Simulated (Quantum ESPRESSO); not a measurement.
Consider Sc3SnB (Pm-3m).

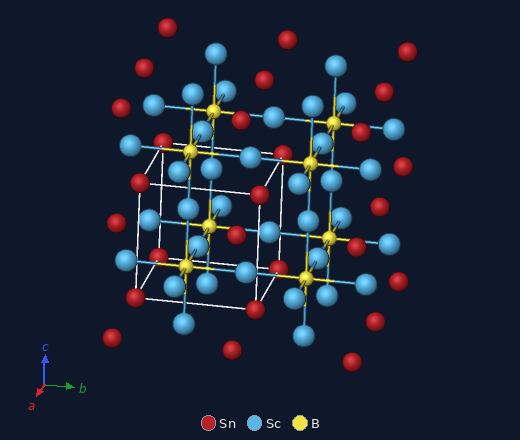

The structure (tin red, scandium blue, boron yellow). 2×2×2 cells are drawn. Some periodic images of atoms are drawn too.

```
Sn Sc B
1.0
     4.57100    0.00000    0.00000
     0.00000    4.57100    0.00000
     0.00000    0.00000    4.57100
Sn Sc B
1 3 1
Direct
  0.00000 0.00000 0.00000
  0.50000 0.50000 0.00000
  0.50000 0.00000 0.50000
  0.00000 0.50000 0.50000
  0.50000 0.50000 0.50000
```

Absorber: atom 5, with 6 Sc at 2.29 Å (octahedral, site symmetry m-3m). Method: Quantum ESPRESSO XSpectra, LDA, excited-electron core hole (neutral cell), 10-atom cell with 6.5 Å between holes, 7×7×7 k points, dipole transitions, Lorentzian half width 0.3 eV up to 4 eV, rising linearly to 2.5 eV at 25 eV.

Q: What does the B K edge look like?

Main maxima up to 24 eV above the zero (height): 1.3 eV (1.23), 4.6 eV (2.59), 9.1 eV (1.26), 12.0 eV (1.22) and 21.2 eV (0.76). A K edge sees empty p states on the absorber. The total-energy difference is 188.43 eV. One term is added: -5.56 eV, since the hole is spin-paired here and a spin-polarised one costs that much less in the free atom (computed apart). The photon energy is then 182.87 eV. The functional leaves an error in such absolute values: in the free atom LDA prices this hole 2.2 eV below PBE (computed apart), and PBE is itself good to a few eV.

The B K spectrum (energy from the energy zero of the input (xe0, at the border of filled and empty states); intensity scaled to a mean of 1 over the first 20 eV; the points at xe0, where the cut of filled states can leave a spike, are interpolated):

| E (eV) | intensity |
| --- | --- |
| -2.0 | 0.04 |
| -0.5 | 0.10 |
| 1.0 | 0.90 |
| 2.5 | 0.56 |
| 4.0 | 1.50 |
| 5.5 | 1.32 |
| 7.0 | 1.17 |
| 8.5 | 1.23 |
| 10.0 | 1.19 |
| 11.5 | 1.20 |
| 13.0 | 1.08 |
| 14.5 | 0.72 |
| 16.0 | 0.68 |
| 17.5 | 0.74 |
| 19.0 | 0.73 |
| 20.5 | 0.75 |
| 22.0 | 0.76 |
| 23.5 | 0.74 |
| 25.0 | 0.73 |
| 26.5 | 0.73 |
| 28.0 | 0.70 |
| 29.5 | 0.67 |
| 31.0 | 0.68 |

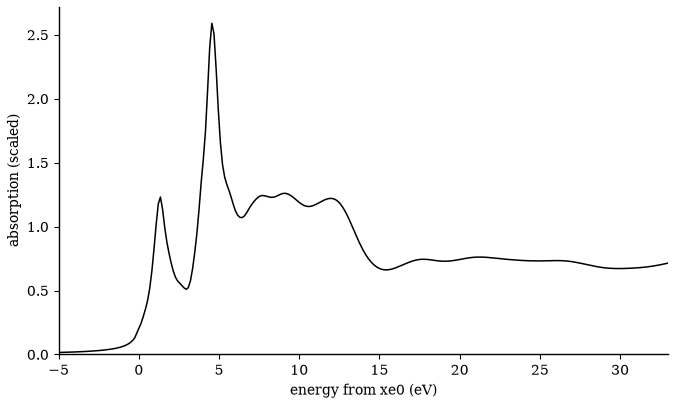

The B K edge.

The structure is a published determination, not relaxed.

[Banner, clock and machine lines of the logs are left out without a mark of their own.]

[Logs are printed without paths, hosts, clocks, repeated set-up lines and the standing remarks that a program may print on its own settings, such as how far it seeks lower states.]

[Hosts, paths, dates, database ids (printed as entryN), source tags and the programs' standing remarks are cut or masked in the printed files.]

[Lists of maxima count a maximum above −3 eV only where it reaches 4 % of the highest in the window and stands out from its surroundings by 2 % of it (1.5 % where it reaches 55 %); shoulders and weaker maxima are passed over, and of the rest the first, up to two pre-edge ones and the few strongest are named.]
